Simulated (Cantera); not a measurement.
Charge: 1 mol Ta2O5, 510 mol H2, at 1.70 mbar.

Equilibrium computed with Cantera from the NASA thermochemical tables; the gas is ideal and each condensed phase is pure. Candidate condensed phases: H2O, Ta, Ta2O5; 12 gas species. Mutual solubility and eutectic melting of coexisting phases are not modelled. Condensed phases not in the tables: N, O or C dissolved in the metal. Equilibrium is a limit: real reactors are often held back by kinetics, nucleation or transport.

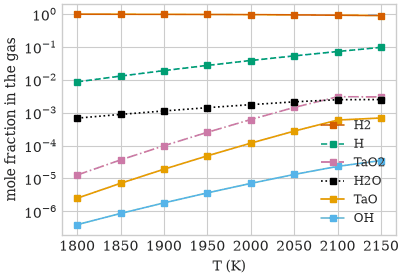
Figure. Equilibrium gas composition (values under 1e-9 drawn at 1e-9)

From 1800 K to 2050 K the condensed part is Ta(s) + Ta2O5(s). At 2100 K the condensed part is Ta(s) + Ta2O5(l). At 2150 K nothing is condensed. The main Ta-bearing gas is TaO2 throughout. The share of Ta in condensed phases is highest at 1800 K (99.6 %) and lowest at 2150 K (0.0 %).
